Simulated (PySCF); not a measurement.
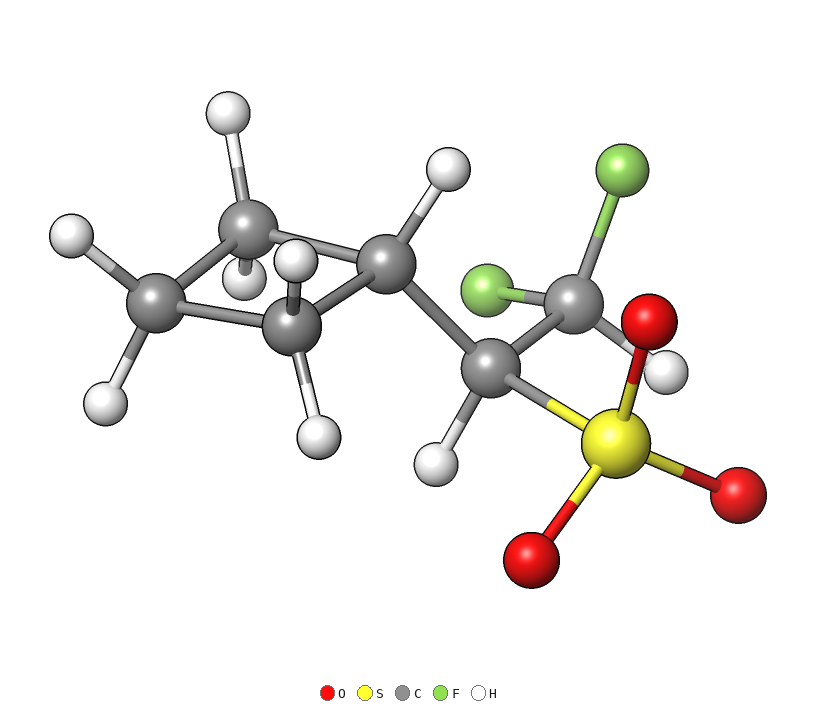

The picture shows a molecular structure as a ball-and-stick model. Every bond is drawn as one stick, whatever its order.

Charge −1, singlet.

Give the formula.

Answer. C₆H₉F₂O₃S⁻, 21 atoms: 6 carbon, 9 hydrogen, 2 fluorine, 3 oxygen and 1 sulfur.

Give the symmetry (Schoenflies symbol).

Answer. C1.

Count the bonded pairs by element.

Answer. 9 C–H, 6 C–C, 3 O–S, 2 C–F, 1 C–S.

The parts below concern this one geometry. Atoms keep their numbers from picture to picture. The geometry was computed by an optimisation with PBE0-D3(BJ)/def2-SVP. No frequency run is at hand to confirm it as a minimum.

### NMR shielding

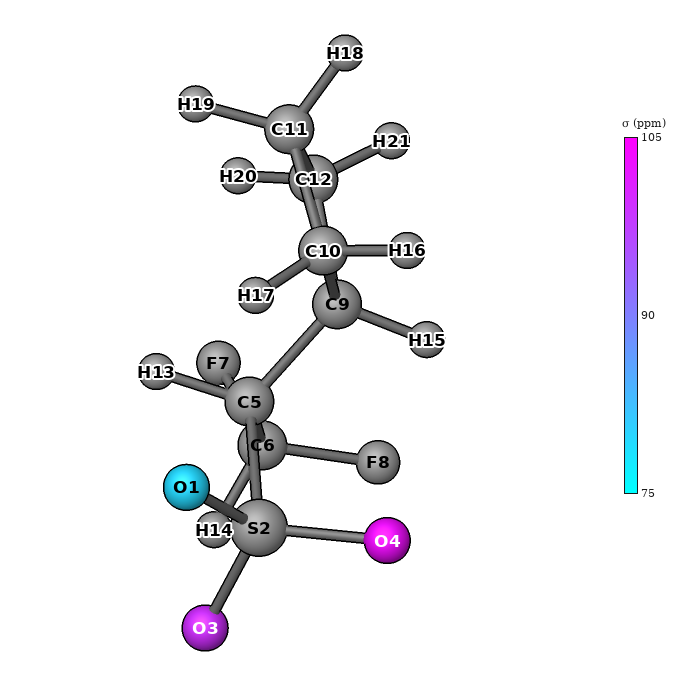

Atoms are coloured by their isotropic NMR shieldings (O only, the others grey). No frequency run is at hand to confirm it as a minimum. Properties computed with GIAO PBE0/pcSseg-1 NMR shielding, non-relativistic, IEF-PCM cyclohexane (PySCF 2.14.0).

List the isotropic NMR shieldings of the O atoms.

```
atom  σ (ppm)
  O1     79.5
  O3     99.4
  O4    103.3
```

### Electronic properties

No frequency run is at hand to confirm it as a minimum. Properties computed with PBE0/pcSseg-1 in methanol (IEF-PCM) (PySCF 2.14.0).

Give the HOMO energy (Kohn–Sham orbital) at this level.

Answer. −7.04 eV.

### Charges

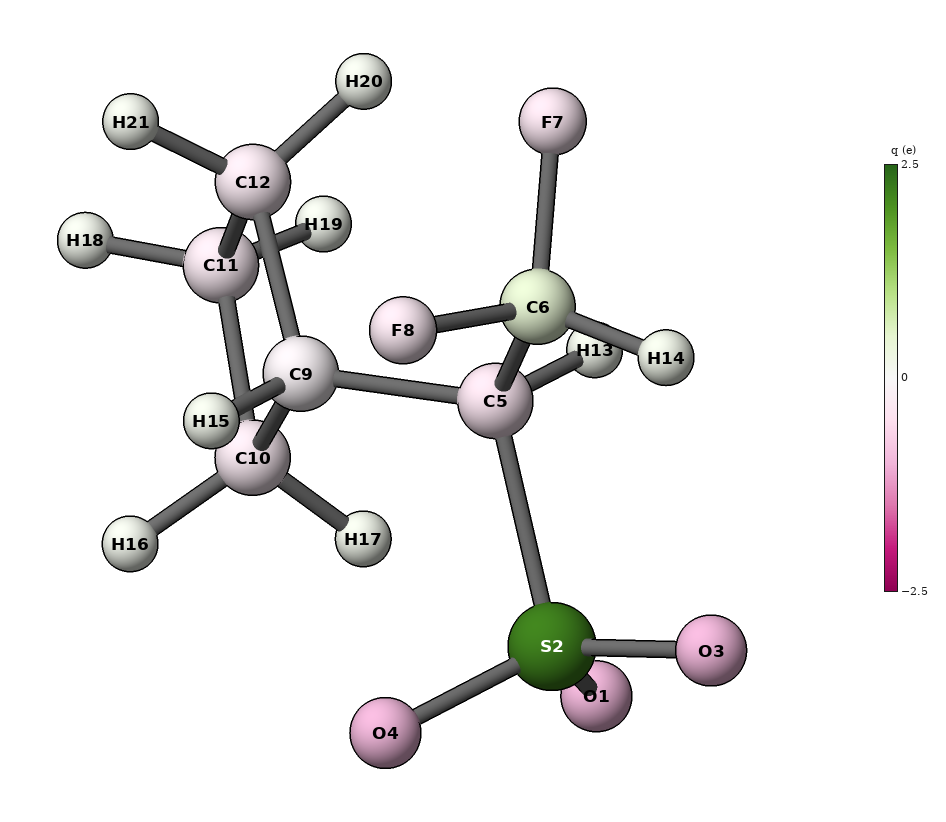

Atoms are coloured by their IAO charges. No frequency run is at hand to confirm it as a minimum. Properties computed with PBE0/pcSseg-1 in cyclohexane (IEF-PCM) (PySCF 2.14.0).

Which atom carries the highest charge (most positive or least negative)?

Answer. S2 (2.15 e).

And the lowest?

Answer. O1, O3 (−0.97 e).

Give the IAO charges atom by atom.

| atom | value (e) |
| --- | --- |
| O1 | −0.97 |
| S2 | 2.15 |
| O3 | −0.97 |
| O4 | −0.96 |
| C5 | −0.37 |
| C6 | 0.43 |
| F7 | −0.33 |
| F8 | −0.31 |
| C9 | −0.11 |
| C10 | −0.27 |
| C11 | −0.27 |
| C12 | −0.27 |
| H13 | 0.15 |
| H14 | 0.16 |
| H15 | 0.14 |
| H16 | 0.13 |
| H17 | 0.15 |
| H18 | 0.12 |
| H19 | 0.13 |
| H20 | 0.13 |
| H21 | 0.13 |
